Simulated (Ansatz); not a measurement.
## What a tighter setting buys: kpoints.mp_grid.grid, KAu₄Sn₂ (I-4c2, 14 atoms in the cell)

Cell: a = 7.4736 Å, b = 7.4736 Å, c = 7.4736 Å, α = 107.42°, β = 107.42°, γ = 113.66°.

Method: LDA (PW92), default PAW files made with PBE (plane waves; Ansatz, a quantum-chemistry and plane-wave program).

Base settings: kpoints.mp_grid.grid = 3 3 3; hamiltonian.xc = lda; hamiltonian.pseudopotentials = {kind: paw} (the program's default PAW files); scf.occupations.method = fermi_dirac; scf.occupations.width = 0.05 eV.

Misses are taken against the tightest run, 11 11 11, which need not be fully converged itself. The energy is the free energy per atom.

The count of work is k-points × plane waves × bands × iterations; it is no time, and leaves out set-up, grids and terms that scale otherwise. Core times come from one kind of shared machine and are given to one figure; runs under 30 s give none.

The starting cell comes from a database of published, mostly measured structures (it also holds non-ambient and calculated ones), without a prior relaxation at this level. Ansatz's pressure includes its estimate of the finite-basis (Pulay) stress.

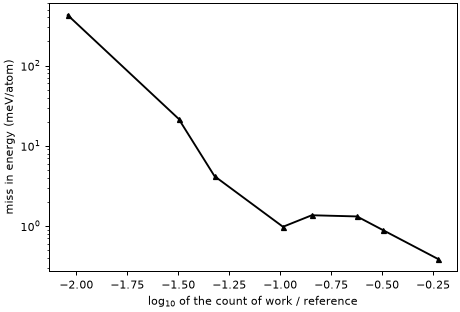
Fig. 1. Miss against the count of work; the reference run is not drawn, and misses under 0.1 meV/atom are drawn there.

| kpoints.mp_grid.grid | energy less reference (meV/atom) | pressure less reference (GPa) | largest difference in the force on any atom (eV/Å) | count of work / reference | core time / reference (rough) |
|---|---|---|---|---|---|
| 1 1 1 | -426.17 | -1.16 | 0.539 | 0.0091 | – |
| 2 2 2 | 21.70 | -0.37 | 0.299 | 0.032 | – |
| 3 3 3 | 4.18 | -0.14 | 0.061 | 0.048 | – |
| 4 4 4 | -0.98 | -0.02 | 0.038 | 0.10 | – |
| 5 5 5 | 1.36 | -0.01 | 0.014 | 0.14 | 0.09 |
| 6 6 6 | -1.32 | -0.01 | 0.012 | 0.24 | 0.1 |
| 7 7 7 | 0.90 | 0.02 | 0.007 | 0.32 | 0.2 |
| 9 9 9 | -0.39 | 0.00 | 0.002 | 0.60 | 0.5 |
| 11 11 11 | 0.00 | 0.00 | 0.000 | 1.0 | 1 |

Coarsest setting among those run that, with all tighter ones, holds the energy within 20 meV/atom of the reference: 3 3 3, off by 4.2 meV/atom; it needs 0.048 of the reference's count of work.

The step from 2 2 2 to 4 4 4: it takes the miss in the energy from 22 to 0.98 meV/atom, for 3.2 times the count of work.

Keys are those of Ansatz 0.2.
